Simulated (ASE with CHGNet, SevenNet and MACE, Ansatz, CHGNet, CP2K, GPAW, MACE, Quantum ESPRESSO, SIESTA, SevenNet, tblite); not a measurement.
# Machine-learned potentials on H16C6Br2N2O (Pca2_1) (108 atoms): settings against a plane-wave reference

How do the settings of machine-learned potentials change the result for H16C6Br2N2O (Pca2_1) (108 atoms)? A plane-wave run serves as the yardstick.

Program: ASE with CHGNet, SevenNet and MACE. Level of theory: the method is named at each step. Results are calculated unless marked as measured.

## Step 1: Set-up

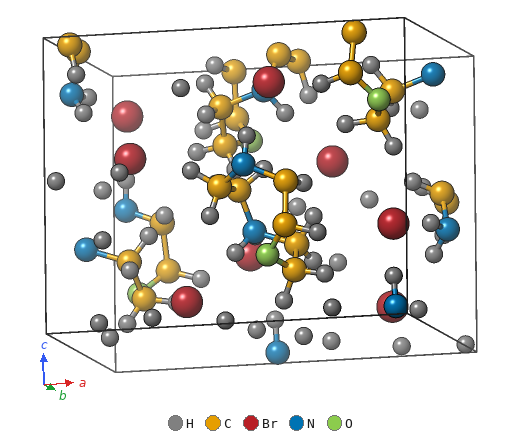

Start, viewed slightly off an axis; hydrogen grey, carbon orange, bromine red, nitrogen blue, oxygen green. Bonds to atoms that aren't drawn are left out. Some periodic images of atoms are drawn too.

The cell holds 108 atoms: 64 H, 24 C, 8 Br, 8 N and 4 O. Cell: a = 12.383 Å, b = 8.319 Å, c = 9.881 Å, α = 90.0°, β = 90.0°, γ = 90.0°. It derives from H16C6Br2N2O (Pca2_1), repeated 1×1×1. H16C6Br2N2O, space group Pca2_1, structure from the Crystallography Open Database, 1 x 1 x 1 conventional cells; every coordinate displaced by a Gaussian of 0.02 Å; bonds to H set to neutron lengths (C-H 1.089, N-H 1.015, O-H 0.983, B-H 1.19 Å) where the listed ones are shorter. Then every atom was moved at random, 0.03 Å r.m.s. a Cartesian component (hydrogen 0.6 of that).

The yardstick, on the same geometry:

* method: Kohn-Sham DFT, PBE, SSSP efficiency 1.3.0 pseudopotentials, plane waves (Quantum ESPRESSO 7.5); sssp-pbe-1.3.0-efficiency, cutoffs 60/480 Ry, Γ point
* r.m.s. force component: 1.288 eV/Å
* longest force: 6.804 eV/Å
* pressure: 3.086 GPa
* gap (highest filled to lowest empty level): 4.744 eV
* time: 2.1 min on 2 MPI ranks of Arm Neoverse V1, shared host
* CPU time: 4.3 min

## Step 2: CHGNet 0.3.0 potential

Method: machine-learned interatomic potential CHGNet 0.3.0, trained on PBE(+U) plane-wave data.

Contents of run.py:

```python
import numpy as np
from ase.io import read
import mlip  # loads the published weights by name

atoms = read("structure.xyz")
atoms.calc = mlip.calc("chgnet-0.3.0")
energy = atoms.get_potential_energy()
forces = atoms.get_forces()
print(f"energy {energy:.6f} eV")
print("forces (eV/A)")
for i, (a, f) in enumerate(zip(atoms, forces)):
    print(f"{i:4d} {a.symbol:2s} {f[0]:10.5f} {f[1]:10.5f} {f[2]:10.5f}")
stress = -atoms.get_stress(voigt=False) * 160.21766
print("stress (GPa, compression positive)")
for row in stress:
    print(" ".join(f"{x:10.4f}" for x in row))
```

Contents of structure.xyz:

```xyz
108
Lattice="12.38280 0.00000 0.00000 0.00000 8.31850 0.00000 0.00000 0.00000 9.88060" Properties=species:S:1:pos:R:3 pbc="T T T"
H 2.74205 6.14729 1.84797
H 9.70675 2.20124 6.81514
H 8.92812 2.24708 1.87208
H 3.47189 6.15927 6.83253
H 1.16869 5.66889 1.14753
H 11.23058 2.58622 6.04554
H 7.39488 2.68388 1.12530
H 4.93133 5.65916 6.09584
H 1.76046 3.97242 2.63792
H 10.63905 4.35174 7.63039
H 7.94109 4.33211 2.67349
H 4.43118 3.95969 7.69541
H 2.08564 5.14932 3.95431
H 10.31822 3.19231 8.90499
H 8.28446 3.23299 3.97348
H 4.06614 5.13925 8.93295
H 11.80997 5.28824 2.82931
H 0.49940 3.02053 7.81289
H 5.66501 2.98959 2.86014
H 6.75618 5.30279 7.82603
H 12.10877 3.90853 3.64298
H 0.25026 4.46429 8.56638
H 5.93223 4.43925 3.62262
H 6.40773 3.87559 8.53605
H 0.46745 5.34297 5.58728
H 11.90656 3.00564 0.63354
H 6.66405 2.98318 5.59943
H 5.70315 5.31993 0.64589
H 11.19232 5.01131 5.23958
H 1.24682 3.28556 0.31065
H 4.93120 3.30769 5.25431
H 7.39748 5.00890 0.29662
H 11.58089 7.26837 3.78881
H 0.82643 1.03025 8.76992
H 5.35729 1.04306 3.80759
H 7.01882 7.22628 8.70659
H 10.88782 7.20981 5.41971
H 1.51305 1.06984 0.43603
H 4.70398 1.10902 5.36428
H 7.71399 7.22395 0.45569
H 0.22945 0.56158 5.16993
H 12.16090 7.75342 0.18091
H 6.45181 7.70576 5.08288
H 5.99749 0.52997 0.19564
H 0.58335 7.76881 6.30086
H 11.77456 0.53721 1.37311
H 6.77624 0.57581 6.33722
H 5.61770 7.83553 1.37637
H 2.18569 6.70887 4.86936
H 10.15575 1.65289 9.79563
H 8.39938 1.64839 4.83458
H 3.97067 6.67601 9.78011
H 2.55395 0.04875 5.25016
H 9.81015 8.31592 0.33792
H 8.77730 8.23057 5.27832
H 3.63299 0.04076 0.34345
[... 48 atom lines left out ...]
O 1.10281 7.35988 2.41116
O 11.19975 0.99464 7.36599
O 7.29892 1.09621 2.40869
O 5.01479 7.28867 7.29287
```

On the command line:

```
$ OMP_NUM_THREADS=1 python run.py > output.txt
```

Log:

```text
CHGNet v0.3.0 initialized with 412,525 parameters
CHGNet will run on cpu
energy -572.835632 eV
forces (eV/A)
   0 H    -0.16987   -0.07402   -0.08410
   1 H    -0.37219    0.43118   -0.36237
   2 H     1.42073   -0.38626   -0.16386
   3 H    -1.91932   -0.30204   -0.39014
   4 H    -0.77501    0.00025   -1.39173
   5 H     1.31443    0.36406   -2.19076
   6 H     0.17722   -0.63136    0.44431
   7 H     1.23933   -0.59740   -2.17458
   8 H    -0.02576    0.14029    0.15944
   9 H     0.16371    0.20150   -0.14862
  10 H     0.00525    0.93117   -0.34434
  11 H    -0.59002   -1.84480   -0.74282
  12 H     0.13250   -0.32327    0.01194
  13 H     0.18995    0.19723   -0.52270
  14 H     0.00988    0.24119    0.04268
  15 H    -0.14066   -0.24584    0.34370
  16 H    -0.35751   -0.18754   -0.38696
  17 H     1.82143   -0.48311   -1.78527
  18 H    -0.96478   -0.03086   -0.70188
  19 H     0.05100   -0.61328   -0.45012
  20 H    -0.55505   -2.71630   -0.05969
  21 H     0.37768    0.53516   -0.02743
  22 H    -0.43614    0.89107    0.00755
  23 H     1.35999   -4.56416    0.16052
[...]
100 N    -2.02701   -0.40796   -0.34739
 101 N    -0.65582   -3.79229    0.01271
 102 N     0.70205   -2.32082   -3.43354
 103 N     0.02221    0.41986    4.62184
 104 O    -0.55296   -1.87192   -1.12390
 105 O     2.32264    0.84428   -1.47102
 106 O     0.14206   -1.82751    0.52155
 107 O     1.54706   -0.09487    0.19985
stress (GPa, compression positive)
    2.0171     0.5632    -0.2005
    0.5632     2.7525     0.1058
   -0.2005     0.1058     2.3783
```

It took 6.8 s on 1 thread of Arm Neoverse V1, shared host; peak memory 2.4 GiB.

Banners, paths, timers and routine set-up lines are dropped from the logs unmarked, and long logs keep their key lines alone; longer cuts are marked.

Numbers from this run, and their distance from the reference:

* r.m.s. force component: 1.197 eV/Å
* r.m.s. difference of force components: 186.4 meV/Å
* longest difference of force vectors: 1682 meV/Å
* force difference over r.m.s. force: 14.47 %
* slope of forces against the reference's: 0.921
* correlation of force components: 0.9915
* pressure: 2.383 GPa
* pressure difference: -0.7034 GPa

Length of the force difference by element (eV/Å):

| element | atoms | mean | most |
| --- | --- | --- | --- |
| Br | 8 | 0.082 | 0.16 |
| C | 24 | 0.38 | 0.99 |
| H | 64 | 0.14 | 0.43 |
| N | 8 | 0.25 | 0.41 |
| O | 4 | 0.92 | 1.7 |

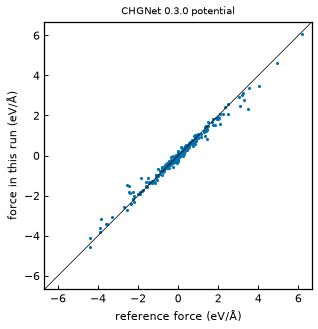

Force components against those of the reference; the line marks equality.

A closer look about N100, which bears the longest force: 9 atoms, nearest first, numbered in the order of the input, with positions taken from that point.

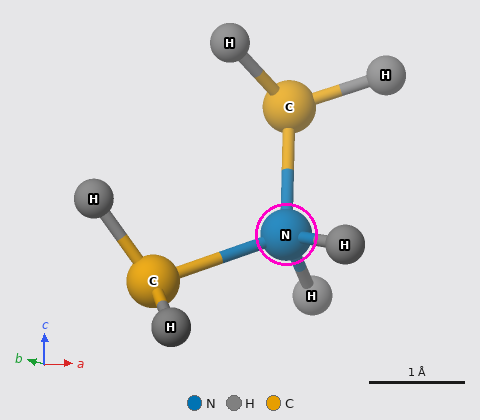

The atoms of the table, within 2.2 Å (arrows a, b, c point along x, y, z); some may hide others; the central atom is ringed.

| atom | x | y | z | distance (Å) | bonds | Fx | Fy | Fz (eV/Å) |
| --- | --- | --- | --- | --- | --- | --- | --- | --- |
| N100 | 0.00 | 0.00 | 0.00 | 0.00 | 4 | -2.58 | 6.05 | -0.99 |
| H24 | 0.24 | -0.92 | 0.00 | 0.95 | 1 | 1.36 | -4.56 | 0.16 |
| H20 | 0.59 | 0.51 | -0.71 | 1.06 | 1 | 0.05 | -0.61 | -0.45 |
| C76 | 0.34 | 0.69 | 1.27 | 1.48 | 4 | -1.14 | -0.28 | 1.27 |
| C72 | -1.50 | 0.11 | -0.47 | 1.57 | 4 | 1.80 | 2.42 | 0.42 |
| H32 | 1.23 | 0.22 | 1.64 | 2.06 | 1 | 0.76 | -0.29 | 0.23 |
| H12 | -1.74 | -0.83 | -0.85 | 2.11 | 1 | -0.59 | -1.84 | -0.74 |
| H28 | -0.47 | 0.53 | 1.99 | 2.11 | 1 | -0.16 | -0.47 | 0.22 |
| H16 | -2.10 | 0.35 | 0.39 | 2.17 | 1 | -0.14 | -0.25 | 0.34 |

Atoms are counted from 1 here, from 0 in the log.

Forces lie 14 % from the reference's, at 0.018 times its CPU time (on 1 against 2 cores).

## Step 3: SevenNet l3i5 potential

Method: machine-learned interatomic potential SevenNet l3i5, trained on PBE(+U) plane-wave data.

Changes to run.py since step 2:

```diff
@@ -5,3 +5,3 @@
 atoms = read("structure.xyz")
-atoms.calc = mlip.calc("chgnet-0.3.0")
+atoms.calc = mlip.calc("7net-l3i5")
 energy = atoms.get_potential_energy()
```

structure.xyz is that of step 2.

Log:

```text
energy -562.316223 eV
forces (eV/A)
   0 H    -0.17685   -0.15264   -0.00602
   1 H    -0.39749    0.58158   -0.35785
   2 H     1.36896   -0.23910   -0.05516
   3 H    -1.95060   -0.39693   -0.28927
   4 H    -0.79124    0.23025   -1.45345
   5 H     1.38217    0.20389   -2.30943
   6 H     0.28613   -0.79041    0.43380
   7 H     1.23675   -0.48308   -2.30023
   8 H    -0.02856    0.10285    0.24656
   9 H     0.19397    0.27421   -0.06336
  10 H    -0.01382    0.98529   -0.30328
  11 H    -0.64471   -1.85302   -0.67994
  12 H     0.09602   -0.41586   -0.03622
  13 H     0.22681    0.22824   -0.60476
  14 H     0.01403    0.27190    0.04603
  15 H    -0.17540   -0.31260    0.29441
  16 H    -0.44781   -0.24756   -0.44861
  17 H     1.89143   -0.41603   -1.80772
  18 H    -1.10324    0.01826   -0.70916
  19 H     0.20645   -0.65679   -0.56036
  20 H    -0.51892   -2.59635   -0.02222
  21 H     0.46050    0.53121    0.06957
  22 H    -0.46177    0.85964    0.04295
  23 H     1.39306   -4.46476    0.23698
[...]
100 N    -2.06687   -0.36466   -0.21719
 101 N    -0.64656   -3.88268    0.02836
 102 N     0.73018   -2.21454   -3.57107
 103 N     0.03319    0.13328    4.89707
 104 O    -0.94693   -2.52650   -1.97952
 105 O     3.48182    1.55480   -2.60935
 106 O     0.16954   -2.31846    0.51176
 107 O     1.71421   -0.17962   -0.13694
stress (GPa, compression positive)
    2.6324     0.8036    -0.1670
    0.8036     3.7352     0.0339
   -0.1670     0.0339     3.1821
```

The job ended after 14 s (1 thread; peak memory 2.2 GiB).

Against the reference:

- r.m.s. force component: 1.266 eV/Å
- r.m.s. difference of force components: 99.25 meV/Å
- longest difference of force vectors: 546.3 meV/Å
- force difference over r.m.s. force: 7.705 %
- slope of forces against the reference's: 0.9798
- correlation of force components: 0.9971
- pressure: 3.183 GPa
- pressure difference: 0.0972 GPa

Against the first run (14 %), the force difference from the reference is 7.7 %, at 2.5 times the CPU time.

## Step 4: MACE MPA-0 medium potential

Method: machine-learned interatomic potential MACE MPA-0 medium, trained on PBE(+U) plane-wave data.

Changes to run.py since step 3:

```diff
@@ -5,3 +5,3 @@
 atoms = read("structure.xyz")
-atoms.calc = mlip.calc("7net-l3i5")
+atoms.calc = mlip.calc("mace-mpa-0-medium")
 energy = atoms.get_potential_energy()
```

structure.xyz is that of step 3.

Log:

```text
energy -561.170026 eV
forces (eV/A)
   0 H    -0.16528   -0.09587   -0.08745
   1 H    -0.43099    0.35830   -0.38175
   2 H     1.35319   -0.26864   -0.11072
   3 H    -1.97297   -0.27799   -0.31403
   4 H    -0.77725    0.15617   -1.49298
   5 H     1.39847    0.29584   -2.26144
   6 H     0.25592   -0.67413    0.35413
   7 H     1.27159   -0.59521   -2.28163
   8 H     0.01552    0.16080    0.21328
   9 H     0.13841    0.18296   -0.14392
  10 H     0.05394    0.88682   -0.34224
  11 H    -0.71636   -1.78300   -0.72836
  12 H     0.06704   -0.38139    0.00136
  13 H     0.27583    0.21432   -0.57110
  14 H    -0.04187    0.23992    0.04413
  15 H    -0.10034   -0.29624    0.32187
  16 H    -0.41528   -0.29910   -0.33729
  17 H     1.93715   -0.40182   -1.70363
  18 H    -1.07496    0.06836   -0.66016
  19 H     0.16470   -0.68315   -0.42022
  20 H    -0.50653   -2.65084   -0.09087
  21 H     0.42149    0.58057   -0.01198
  22 H    -0.47055    0.95144    0.00863
  23 H     1.40257   -4.53260    0.20037
[...]
100 N    -2.16160   -0.29511   -0.19324
 101 N    -0.83424   -3.99372    0.14022
 102 N     0.78272   -2.31201   -3.35195
 103 N    -0.01940    0.43301    4.81053
 104 O    -0.65155   -2.42120   -1.60807
 105 O     2.96098    1.42302   -2.25546
 106 O     0.17239   -2.31618    0.71379
 107 O     1.43849    0.01603    0.14650
stress (GPa, compression positive)
    4.5017     0.7804    -0.1597
    0.7804     4.8974    -0.0385
   -0.1597    -0.0385     4.8139
```

The job ended after 8.6 s (1 thread; peak memory 1.4 GiB).

Against the reference:

```
r.m.s. force component                  : 1.247 eV/Å
r.m.s. difference of force components   : 99.38 meV/Å
longest difference of force vectors     : 582 meV/Å
force difference over r.m.s. force      : 7.715 %
slope of forces against the reference's : 0.9659
correlation of force components         : 0.9974
pressure                                : 4.738 GPa
pressure difference                     : 1.652 GPa
```

Against the first run (14 %), the force difference from the reference is 7.7 %, at 1.8 times the CPU time.

## Step 5: All runs compared

Differences are against the plane-wave reference, forces as r.m.s. over components; share is that over the reference's r.m.s. force, slope the least-squares factor from reference forces to these. Total energies of different programs have different zeros and aren't compared.

| run | Δ force, r.m.s. (meV/Å) | share (%) | slope | Δ pressure (GPa) | cores | CPU time | memory (GiB) |
| --- | --- | --- | --- | --- | --- | --- | --- |
| reference | - | - | - | - | 2 | 4.3 min | 2.6 |
| CHGNet 0.3.0 potential | 186 | 14.5 | 0.921 | -0.703 | 1 | 4.7 s | 2.4 |
| SevenNet l3i5 potential | 99.2 | 7.70 | 0.980 | 0.0972 | 1 | 12 s | 2.2 |
| MACE MPA-0 medium potential | 99.4 | 7.72 | 0.966 | 1.65 | 1 | 8.5 s | 1.4 |

Times of the machine-learned potentials are mostly Python's start and the loading of weights.

CPU time is summed over cores on a shared host, where runs went side by side, so it is rough. Symmetry, cutoffs, thresholds, outputs and thread counts weren't matched or tuned between programs; memory under MPI is the largest rank's times the ranks.

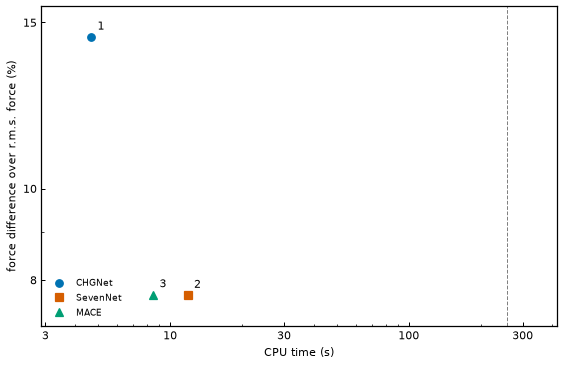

Force difference against CPU time; the dashed line marks the reference's time. Points: 1 CHGNet 0.3.0 potential; 2 SevenNet l3i5 potential; 3 MACE MPA-0 medium potential.

## Step 6: What came out

- nearest in forces: a tie at 7.7 % of 2 runs: SevenNet l3i5 potential; MACE MPA-0 medium potential

**Reading.** Machine-learned potentials differ by 7.7 % (SevenNet l3i5 potential) to 14 % (CHGNet 0.3.0 potential); they were trained on other programs' data. The reference's pressure holds the uncorrected Pulay stress of its 60 Ry basis, so small pressure differences, and their order, may be the reference's own error. Machine-learned potentials mimic data converged in k, so the reference's own k-point error enters their differences. The reference's PBE has no dispersion term, which matters for the binding between molecules or layers. The published positions, changed by the recipe (random displacements or longer bonds to H), lie far from the minimum at this level of theory. The reference's pressure of 3.1 GPa belongs to a cell and atoms that aren't relaxed at this level. The electronic-structure runs sample only Γ, in a cell whose shortest periodic width is 8 Å.

[Also dropped from logs without a mark: logging warnings of Python, and SIESTA's first energy breakdown and zero terms.]

[Logs are printed without paths, hosts, clocks, repeated set-up lines and the standing remarks that a program may print on its own settings, such as how far it seeks lower states.]

[Hosts, paths, dates, database ids (printed as entryN), source tags and the programs' standing remarks are cut or masked in the printed files.]
